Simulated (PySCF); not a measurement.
# C5H6S2: excited states, first hyperpolarisability

Aim: compute the excited states, first hyperpolarisability of C5H6S2 (`SCc1cccs1`).

Computed with PySCF 2.14.0 and routines of our own; the level stands in each step. Atoms count from 0.

### Step 1. The starting structure

13 atoms, charge 0, multiplicity 1; geometry from: GFN2-xTB.

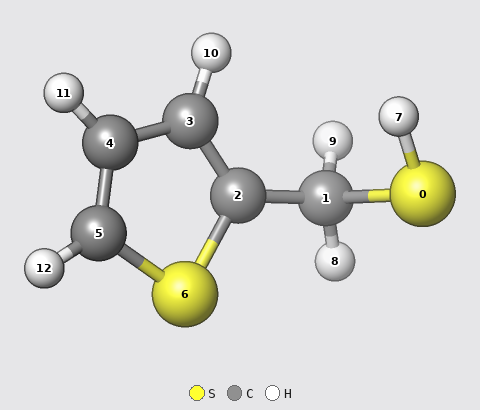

The starting geometry (sulfur yellow, carbon grey, hydrogen white).

### Step 2. Geometry optimisation at PBE0-D3(BJ)/def2-SVP

Job settings and geometry (Å):

```
{"job": {"xc": "PBE0", "basis": "def2-SVP", "d3": "d3bj", "grid": 2, "kind": "geom"}, "charge": 0, "multiplicity": 1}
S     -2.766360     0.553599     0.655113
C     -1.694845    -0.150999    -0.675929
C     -0.258925     0.051372    -0.393232
C      0.569473    -0.756839     0.327249
C      1.880468    -0.245624     0.437908
C      2.028626     0.945648    -0.194104
S      0.572974     1.471708    -0.938448
H     -2.224369    -0.148690     1.647850
H     -2.008609     0.372912    -1.577118
H     -1.938749    -1.210401    -0.757979
H      0.255290    -1.691280     0.758906
H      2.673456    -0.745106     0.964742
H      2.907182     1.554187    -0.272686
```

Started as:

```sh
> OMP_NUM_THREADS=1 python excited_run.py task.json out
```

This one command runs all jobs of the session in turn.

Output:

```text
step   0  E = -989.62594712  max force = 0.015486
step   1  E = -989.62829436  max force = 0.003238
step   2  E = -989.62840099  max force = 0.001739
step   3  E = -989.62845354  max force = 0.002023
step   4  E = -989.62857426  max force = 0.002298
step   5  E = -989.62879811  max force = 0.001835
step   6  E = -989.62895235  max force = 0.001988
step   7  E = -989.62899684  max force = 0.000802
step   8  E = -989.62902062  max force = 0.000615
step   9  E = -989.62903849  max force = 0.000703
step  10  E = -989.62904759  max force = 0.000379
optimisation converged
```

Run time: 99 s. Hardware: 1 thread of Arm Neoverse V1, shared host; peak memory 0.69 GiB.

Along the way:

```csv
step,energy from step 0 (eV),largest force component (eV/Å)
0,0.0000,0.7963
1,-0.0639,0.1665
2,-0.0668,0.0894
3,-0.0682,0.1040
4,-0.0715,0.1182
5,-0.0776,0.0944
6,-0.0818,0.1022
7,-0.0830,0.0412
8,-0.0836,0.0316
9,-0.0841,0.0361
10,-0.0844,0.0195
```

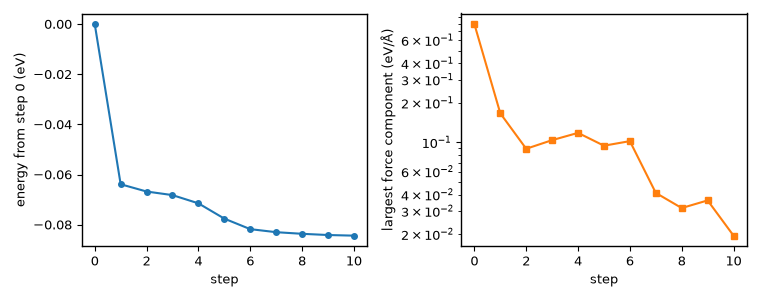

Energy and largest force along the relaxation.

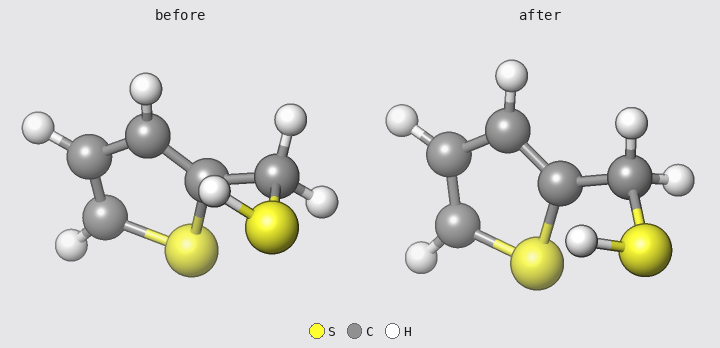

Before and after, at one scale.

Distances of close pairs at the start and the end, largest changes first:

```csv
bond,before (Å),after (Å),change (Å)
S0–C1,1.848,1.825,-0.024
S0–H7,1.331,1.351,+0.019
C5–H12,1.072,1.089,+0.018
C4–H11,1.075,1.091,+0.016
C3–H10,1.076,1.092,+0.015
C1–H8,1.089,1.102,+0.014
C4–C5,1.357,1.369,+0.012
C3–C4,1.411,1.424,+0.012
```

The next job starts from the end point, and lists it.

| at the end point | value |
| --- | --- |
| point group (found at 0.08 Å tolerance) | C1 |
| rotational constants (GHz, main isotopes) | 4.295, 1.156, 0.973 |
| dipole moment (D) | 1.72 |

### Step 3. Excited states: TDA CAM-B3LYP/def2-TZVP

Job settings and geometry (Å):

```
{"job": {"kind": "states", "xc": "CAM-B3LYP", "basis": "def2-TZVP", "tda": true, "soc": true, "nstates": 6, "ntriplets": 5, "nquad": 4}, "charge": 0, "multiplicity": 1}
S     -2.812723     0.955657     0.331750
C     -1.670600    -0.191831    -0.509650
C     -0.225572     0.049632    -0.240864
C      0.716867    -0.864700     0.162016
C      2.018111    -0.302690     0.295856
C      2.039710     1.032912    -0.003936
S      0.483730     1.614537    -0.442174
H     -2.361418     0.718072     1.582298
H     -1.906249    -0.059965    -1.578357
H     -1.916413    -1.233137    -0.254644
H      0.478185    -1.912760     0.351890
H      2.899786    -0.864069     0.607677
H      2.890182     1.713053     0.020756
```

Method: TDA CAM-B3LYP/def2-TZVP excited states, vertical, gas phase, spin-orbit mean-field couplings.

Output:

```text
coarse grid: 12400 points
cycle   1  E = -990.4877891165  dE =  1.239e+00  |g| = 3.194e-01  |ddm| = 3.048e+00
cycle   2  E = -990.5028240908  dE = -1.503e-02  |g| = 2.713e-01  |ddm| = 5.502e-01
cycle   3  E = -990.5191390217  dE = -1.631e-02  |g| = 8.106e-02  |ddm| = 2.511e-01
cycle   4  E = -990.5207002685  dE = -1.561e-03  |g| = 3.104e-02  |ddm| = 1.179e-01
cycle   5  E = -990.5209482613  dE = -2.480e-04  |g| = 7.756e-03  |ddm| = 3.542e-02
cycle   6  E = -990.5209605841  dE = -1.232e-05  |g| = 3.670e-03  |ddm| = 1.222e-02
cycle   7  E = -990.5209640075  dE = -3.423e-06  |g| = 8.231e-04  |ddm| = 4.499e-03
final grid: 111768 points
cycle   8  E = -990.5127204094  dE = -2.739e-05  |g| = 3.095e-03  |ddm| = 4.057e-02
cycle   9  E = -990.5127205129  dE = -1.036e-07  |g| = 2.933e-03  |ddm| = 5.676e-03
cycle  10  E = -990.5127225562  dE = -2.043e-06  |g| = 3.779e-04  |ddm| = 2.192e-03
cycle  11  E = -990.5127225894  dE = -3.323e-08  |g| = 1.737e-04  |ddm| = 5.613e-04
cycle  12  E = -990.5127225965  dE = -7.143e-09  |g| = 6.328e-05  |ddm| = 2.296e-04
cycle  13  E = -990.5127225976  dE = -1.012e-09  |g| = 1.988e-05  |ddm| = 7.752e-05
cycle  14  E = -990.5127225977  dE = -1.082e-10  |g| = 4.021e-06  |ddm| = 2.674e-05
converged SCF energy = -990.5127225977

Singlet excitations
state   eV       nm        f     d(h-e)  d(exc)  Lambda  PR(NTO)  |dmu|/D   mu/D   main configurations
  1   5.3960   229.8   0.03207   0.343   2.829   0.596   1.236    1.067    1.238   H->L 0.37, H->L+1 0.22, H-1->L+1 0.14
  2   5.6442   219.7   0.10986   0.134   2.858   0.632   1.606    0.244    1.467   H->L 0.51, H->L+1 0.17, H-1->L+1 0.12
  3   5.9267   209.2   0.12467   0.264   2.784   0.711   1.424    0.728    1.634   H-1->L 0.63, H-2->L 0.13
  4   6.1588   201.3   0.00502   0.655   3.306   0.569   1.947    2.223    2.356   H-2->L 0.35, H->L+2 0.21, H->L+1 0.17
  5   6.2472   198.5   0.01333   0.554   3.126   0.553   1.893                     H-2->L 0.32, H->L+2 0.32, H-2->L+1 0.08
  6   6.4363   192.6   0.00023   0.899   2.793   0.478   1.065                     H-1->L+2 0.39, H-1->L+1 0.22, H-2->L+2 0.19

Triplet excitations (Tamm-Dancoff)
state   eV     d(h-e)  d(exc)  Lambda  PR(NTO)   main configurations
  1   3.5946   0.234   2.572   0.764   1.082   H->L 0.79, H-1->L 0.12
  2   4.4848   0.075   2.630   0.708   1.095   H-1->L 0.53, H-2->L 0.38
  3   4.9368   0.175   2.405   0.478   1.053   H->L+1 0.29, H-1->L+1 0.24, H-2->L+1 0.21
  4   5.5572   0.967   2.917   0.648   1.786   H->L+3 0.30, H-1->L 0.17, H-2->L 0.13
  5   5.7429   0.545   2.780   0.613   2.145   H->L+4 0.23, H-2->L 0.19, H-1->L+3 0.13
S1 - T1 = 1.8014 eV

Spin-orbit couplings |<S|Hso|T>| (cm-1)
             T1       T2       T3       T4       T5
S0       11.284   19.449  180.218   90.708   70.947
S1       14.949    8.677   10.350   37.372   34.125
S2        6.199   11.727   22.129   25.158   13.882
S3        9.714    2.890    7.432   19.920   11.517
S4       25.499   18.524   30.040   12.413    7.293
S5       36.557   19.034   24.991   10.493    2.778
S6       12.461   39.771   10.968    7.037    9.345
T1 sublevels (cm-1): 0.000 0.063 0.066   radiative rates (1/s): 1.09 19.6 45.5
```

It took 66 s on 1 thread of Arm Neoverse V1, shared host; peak memory 1.1 GiB.

From this job:

```csv
quantity,value
S1 less T1,1.80 eV
```

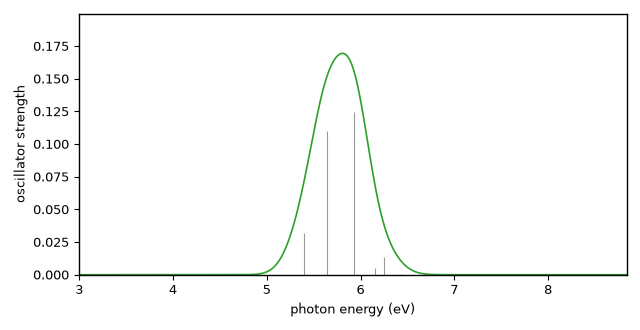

Absorption lines of the singlets. Lines are broadened to a width of 0.40 eV (Gaussian).

### Step 4. Excited states: TDDFT CAM-B3LYP/aug-cc-pVDZ

Settings changed since step 3:

```diff
@@ -1,2 +1,2 @@
-{"job": {"kind": "states", "xc": "CAM-B3LYP", "basis": "def2-TZVP", "tda": true, "soc": true, "nstates": 6, "ntriplets": 5, "nquad": 4}, "charge": 0, "multiplicity": 1}
+{"job": {"kind": "states", "xc": "CAM-B3LYP", "basis": "aug-cc-pVDZ", "tpa": true, "nstates": 8, "nquad": 6, "ntriplets": 0}, "charge": 0, "multiplicity": 1}
 S     -2.812723     0.955657     0.331750
```

With the program's defaults for keys left out, this is: TDDFT CAM-B3LYP/aug-cc-pVDZ excited states, vertical, gas phase, two-photon moments by quadratic response.

Output:

```text
coarse grid: 12400 points
cycle   1  E = -990.3867819797  dE =  1.302e+00  |g| = 2.894e-01  |ddm| = 1.482e+01
cycle   2  E = -990.4008321337  dE = -1.405e-02  |g| = 2.528e-01  |ddm| = 2.067e+00
cycle   3  E = -990.4162239684  dE = -1.539e-02  |g| = 7.015e-02  |ddm| = 8.660e-01
cycle   4  E = -990.4174581577  dE = -1.234e-03  |g| = 2.717e-02  |ddm| = 2.625e-01
cycle   5  E = -990.4176669142  dE = -2.088e-04  |g| = 7.222e-03  |ddm| = 1.219e-01
cycle   6  E = -990.4176796823  dE = -1.277e-05  |g| = 2.721e-03  |ddm| = 2.921e-02
cycle   7  E = -990.4176817643  dE = -2.082e-06  |g| = 6.692e-04  |ddm| = 1.009e-02
final grid: 111768 points
cycle   8  E = -990.4380707075  dE = -1.339e-05  |g| = 2.407e-03  |ddm| = 2.014e-01
cycle   9  E = -990.4380710196  dE = -3.121e-07  |g| = 2.292e-03  |ddm| = 2.405e-02
cycle  10  E = -990.4380724085  dE = -1.389e-06  |g| = 2.484e-04  |ddm| = 1.017e-02
cycle  11  E = -990.4380724255  dE = -1.706e-08  |g| = 1.035e-04  |ddm| = 1.309e-03
cycle  12  E = -990.4380724286  dE = -3.109e-09  |g| = 3.505e-05  |ddm| = 5.006e-04
cycle  13  E = -990.4380724290  dE = -3.211e-10  |g| = 1.479e-05  |ddm| = 1.336e-04
converged SCF energy = -990.4380724290

Singlet excitations
state   eV       nm        f     d(h-e)  d(exc)  Lambda  PR(NTO)  |dmu|/D   mu/D   delta(TPA)   sigma/GM   main configurations
  1   5.2707   235.2   0.08683   0.235   3.111   0.510   1.324    0.796    1.469       16.48      0.168   H->L+1 0.48, H->L 0.23, H->L+2 0.09
  2   5.3939   229.9   0.05294   0.399   3.285   0.449   1.234    1.851    2.620       27.69      0.295   H->L 0.43
  3   5.7242   216.6   0.09035   0.307   3.029   0.501   1.496    0.819    1.673       37.47      0.450   H-1->L 0.39, H-1->L+1 0.33
  4   5.8706   211.2   0.00633   0.703   4.131   0.500   1.682    3.428    2.260       76.26      0.963   H->L+1 0.33, H->L 0.20, H-2->L+1 0.10
  5   5.9299   209.1   0.01152   0.428   3.611   0.421   2.222    1.062    1.324        1.77      0.023   H-2->L 0.28, H-2->L+1 0.13, H->L+3 0.12
  6   6.0537   204.8   0.00313   0.865   3.965   0.367   1.363    2.201    3.926       38.31      0.514   H->L+2 0.34, H->L+5 0.09
  7   6.3136   196.4   0.02625   0.569   4.303   0.362   1.847                                            H->L+3 0.33, H-2->L+1 0.16
  8   6.3920   194.0   0.00316   0.431   4.088   0.389   1.940                                            H->L+5 0.15, H-1->L+1 0.12, H-2->L 0.12
```

Wall time 58 s (1 thread of Arm Neoverse V1, shared host); peak memory 0.89 GiB.

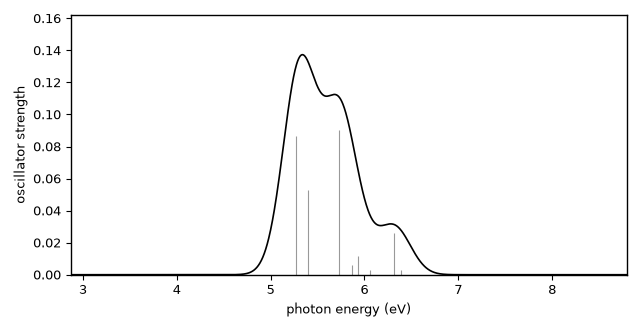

Absorption lines of the singlets. Lines are broadened to a width of 0.40 eV (Gaussian).

### Step 5. First hyperpolarisability: quadratic response CAM-B3LYP/aug-cc-pVDZ

Settings changed since step 4:

```diff
@@ -1,2 +1,2 @@
-{"job": {"kind": "states", "xc": "CAM-B3LYP", "basis": "aug-cc-pVDZ", "tpa": true, "nstates": 8, "nquad": 6, "ntriplets": 0}, "charge": 0, "multiplicity": 1}
+{"job": {"kind": "beta", "xc": "CAM-B3LYP", "basis": "aug-cc-pVDZ"}, "charge": 0, "multiplicity": 1}
 S     -2.812723     0.955657     0.331750
```

Method: quadratic response CAM-B3LYP/aug-cc-pVDZ first hyperpolarisability, Taylor convention, gas phase.

Output:

```text
coarse grid: 12400 points
cycle   1  E = -990.3867819797  dE =  1.302e+00  |g| = 2.894e-01  |ddm| = 1.482e+01
cycle   2  E = -990.4008321337  dE = -1.405e-02  |g| = 2.528e-01  |ddm| = 2.067e+00
cycle   3  E = -990.4162239684  dE = -1.539e-02  |g| = 7.015e-02  |ddm| = 8.660e-01
cycle   4  E = -990.4174581577  dE = -1.234e-03  |g| = 2.717e-02  |ddm| = 2.625e-01
cycle   5  E = -990.4176669142  dE = -2.088e-04  |g| = 7.222e-03  |ddm| = 1.219e-01
cycle   6  E = -990.4176796823  dE = -1.277e-05  |g| = 2.721e-03  |ddm| = 2.921e-02
cycle   7  E = -990.4176817643  dE = -2.082e-06  |g| = 6.692e-04  |ddm| = 1.009e-02
final grid: 111768 points
cycle   8  E = -990.4380707075  dE = -1.339e-05  |g| = 2.407e-03  |ddm| = 2.014e-01
cycle   9  E = -990.4380710196  dE = -3.121e-07  |g| = 2.292e-03  |ddm| = 2.405e-02
cycle  10  E = -990.4380724085  dE = -1.389e-06  |g| = 2.484e-04  |ddm| = 1.017e-02
cycle  11  E = -990.4380724255  dE = -1.706e-08  |g| = 1.035e-04  |ddm| = 1.309e-03
cycle  12  E = -990.4380724286  dE = -3.109e-09  |g| = 3.505e-05  |ddm| = 5.006e-04
cycle  13  E = -990.4380724290  dE = -3.211e-10  |g| = 1.479e-05  |ddm| = 1.336e-04
converged SCF energy = -990.4380724290

Lowest singlets (eV, f): 5.2707 0.0868  5.3939 0.0529  5.7242 0.0903

First hyperpolarisability (au)
process     nm      |vector|   parallel      HRS      DR
static         -      144.55      68.47      63.37   4.211
shg       1907.0      156.43      73.52      68.43   4.245
eope      1907.0      148.35      70.09          -       -
shg       1064.0      188.70      87.06      82.13   4.316
eope      1064.0      157.32      73.89          -       -
```

Wall time 45 s (1 thread of Arm Neoverse V1, shared host); peak memory 0.87 GiB.

### Step 6. Summary of results

| quantity | value |
| --- | --- |
| point group | C1 |
| rotational constants (main isotopes) | 4.30, 1.16, 0.97 GHz |
| S1 less T1 (step 3, TDA CAM-B3LYP/def2-TZVP) | 1.80 eV |
| β vector (step 5, quadratic response CAM-B3LYP/aug-cc-pVDZ) | static 145, SHG 1907.0 nm 156, SHG 1064.0 nm 189 au |

Relaxing lowered the energy by 0.084 eV in 10 steps; the close pair that moved most is S0–C1, from 1.848 to 1.825 Å. In step 3, the number of triplets below S1 is 3, and the largest singlet-triplet spin-orbit coupling is S0–T3, 180.22 cm⁻¹. β grows from 145 au (static) to 189 au for doubling at 1064.0 nm: normal dispersion, which grows as twice the photon energy moves toward the bright states.
